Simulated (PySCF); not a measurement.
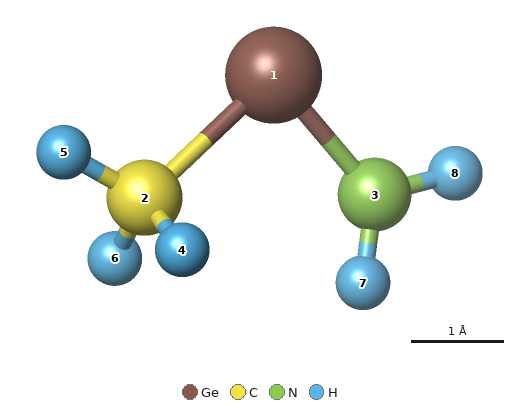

**Figure 1.** The starting structure (ball-and-stick view, seen at a tilt; atoms are numbered from 1 in the order of the input). Sticks mark near contacts.

# CH₅GeN: geometry relaxation

System: CH₅GeN.
Method: PBE0-D3(BJ)/def2-SVP geometry optimisation, gas phase (PySCF 2.14.0).

### Input file
```
{"job": {"xc": "PBE0", "basis": "def2-SVP", "d3": "d3bj", "grid": 2, "kind": "geom", "shake": 0.01}, "charge": 0, "multiplicity": 1}
Ge     1.345420     0.064896     0.350077
C     -0.429757     1.132469     0.294591
N      0.589369    -1.417764    -0.358951
H     -1.134235     0.672444     0.938790
H     -0.299903     2.159740     0.619454
H     -0.834338     1.167808    -0.716102
H     -0.341023    -1.554788    -0.628591
H      1.150543    -2.253358    -0.527167
```

The first line tells a small driver script what to run in PySCF; the rest is the geometry in Å.

Run on 1 CPU thread, shared host.

Command:
```bash
OMP_NUM_THREADS=1 python <driver script> task.json out
```

### What the program printed
```
step   0  E = -2172.16268459  max force = 0.040945
step   1  E = -2172.16678657  max force = 0.003963
step   2  E = -2172.16690424  max force = 0.000900
step   3  E = -2172.16692151  max force = 0.000287
step   4  E = -2172.16692555  max force = 0.000120
optimisation converged
```

### Trajectory as extended XYZ (Å, eV, eV/Å), 5 frames, from step=0 to step=4
```
8
Properties=species:S:1:pos:R:3:forces:R:3 step=0 energy=-59107.55731
Ge    1.3454    0.0649    0.3501   -0.7825   0.5721  -0.0353
C    -0.4298    1.1325    0.2946    1.7757   0.0976  -0.6089
N     0.5894   -1.4178   -0.3589    2.1055  -0.3165   0.3844
H    -1.1342    0.6724    0.9388   -1.0937  -0.7635   0.9352
H    -0.2999    2.1597    0.6194    0.1590   0.4920   0.2193
H    -0.8343    1.1678   -0.7161   -0.1486  -0.1383  -0.4414
H    -0.3410   -1.5548   -0.6286   -1.8762  -0.1350  -0.5117
H     1.1505   -2.2534   -0.5272   -0.1392   0.1917   0.0584
8
Properties=species:S:1:pos:R:3:forces:R:3 step=1 energy=-59107.66893
Ge    1.3457    0.1177    0.2489    0.0864  -0.1328   0.0469
C    -0.3901    1.0962    0.3740   -0.1690   0.1169  -0.0763
N     0.6399   -1.4001   -0.4663   -0.1111   0.2038   0.0420
H    -1.0920    0.5869    1.0573    0.0542  -0.0454  -0.0118
H    -0.2593    2.1271    0.7374    0.0415  -0.0224  -0.0114
H    -0.8708    1.1448   -0.6195   -0.0015   0.0012   0.0291
H    -0.3369   -1.5275   -0.7172   -0.0026  -0.0422   0.0343
H     1.1955   -2.2187   -0.6757    0.1023  -0.0791  -0.0529
8
Properties=species:S:1:pos:R:3:forces:R:3 step=2 energy=-59107.67213
Ge    1.3451    0.1077    0.2631   -0.0117  -0.0035  -0.0056
C    -0.3924    1.0994    0.3683   -0.0435   0.0463  -0.0191
N     0.6340   -1.3996   -0.4615    0.0260   0.0343   0.0056
H    -1.0959    0.5842    1.0447    0.0171  -0.0168   0.0067
H    -0.2546    2.1264    0.7382    0.0116  -0.0090   0.0068
H    -0.8664    1.1542   -0.6273    0.0153  -0.0096   0.0118
H    -0.3472   -1.5471   -0.6827    0.0187  -0.0235  -0.0148
H     1.2096   -2.1988   -0.7039   -0.0336  -0.0182   0.0085
8
Properties=species:S:1:pos:R:3:forces:R:3 step=3 energy=-59107.67260
Ge    1.3442    0.1101    0.2602   -0.0005  -0.0008   0.0057
C    -0.3942    1.1017    0.3676   -0.0136   0.0146  -0.0147
N     0.6363   -1.3991   -0.4630    0.0036   0.0105  -0.0020
H    -1.0931    0.5822    1.0455    0.0101  -0.0094   0.0032
H    -0.2551    2.1274    0.7400    0.0065  -0.0052   0.0025
H    -0.8696    1.1562   -0.6267    0.0020  -0.0023   0.0029
H    -0.3434   -1.5471   -0.6893   -0.0019  -0.0110  -0.0050
H     1.2069   -2.2050   -0.6955   -0.0062   0.0035   0.0074
8
Properties=species:S:1:pos:R:3:forces:R:3 step=4 energy=-59107.67271
Ge    1.3433    0.1117    0.2591   -0.0008  -0.0014   0.0062
C    -0.3951    1.1027    0.3660    0.0036   0.0034  -0.0059
N     0.6359   -1.3979   -0.4636    0.0022   0.0003  -0.0012
H    -1.0900    0.5795    1.0451    0.0025  -0.0017   0.0007
H    -0.2549    2.1273    0.7408   -0.0026   0.0006  -0.0003
H    -0.8717    1.1573   -0.6275   -0.0037   0.0018   0.0003
H    -0.3427   -1.5486   -0.6932   -0.0011  -0.0024   0.0013
H     1.2072   -2.2055   -0.6877   -0.0001  -0.0006  -0.0011
```

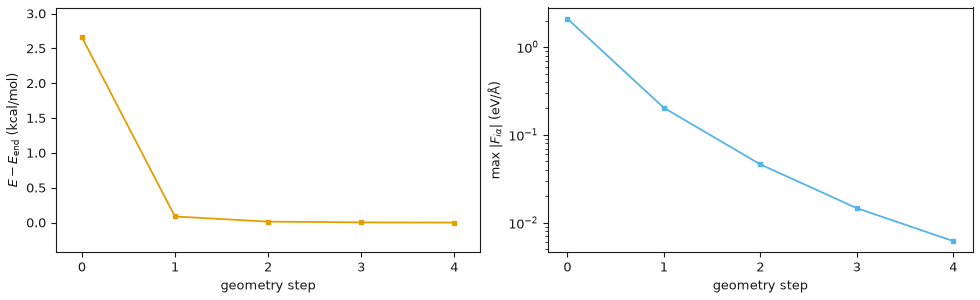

**Figure 2.** Progress of the relaxation, step by step (steps are counted from 0).

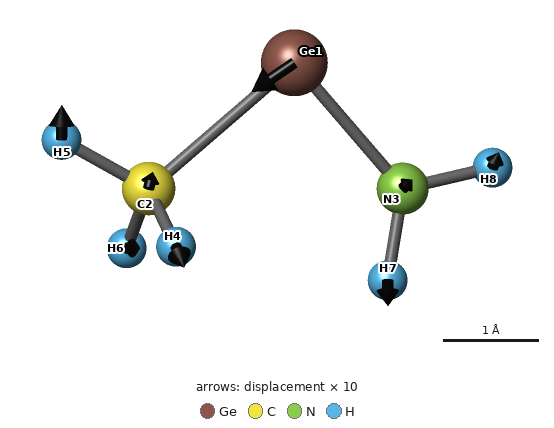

**Figure 3.** The starting structure with the displacements as black arrows, magnified 10 times (ball-and-stick view, seen at a tilt). The two geometries are laid on each other by the best rigid fit. Over 4 geometry steps the energy falls by 2.66 kcal/mol. Largest force component: 2.1 eV/Å at the start, 0.0062 eV/Å at the end. The atom that moves furthest after the best rigid fit is Ge1 (0.055 Å). By element the largest moves are Ge 0.055 Å, H 0.037 Å, C 0.019 Å, N 0.015 Å. Among the contacts that change: Ge1–C2 2.072 → 2.004 Å, C2–H4 1.060 → 1.104 Å, N3–H7 0.978 → 1.016 Å, C2–H5 1.085 → 1.100 Å. Among the angles that change: C2–Ge1–N3 93.1° → 95.4°, Ge1–N3–H7 128.3° → 126.0°. (Atoms are counted from 1 in the order of the input.)

### Key numbers

| quantity | value |
| --- | --- |
| outcome | converged |
| total energy | −2172.166926 hartree |
| dipole moment | 1.75 D |
| point group | C1 |
| wall time | 29 s |
| peak memory | 0.44 GiB |
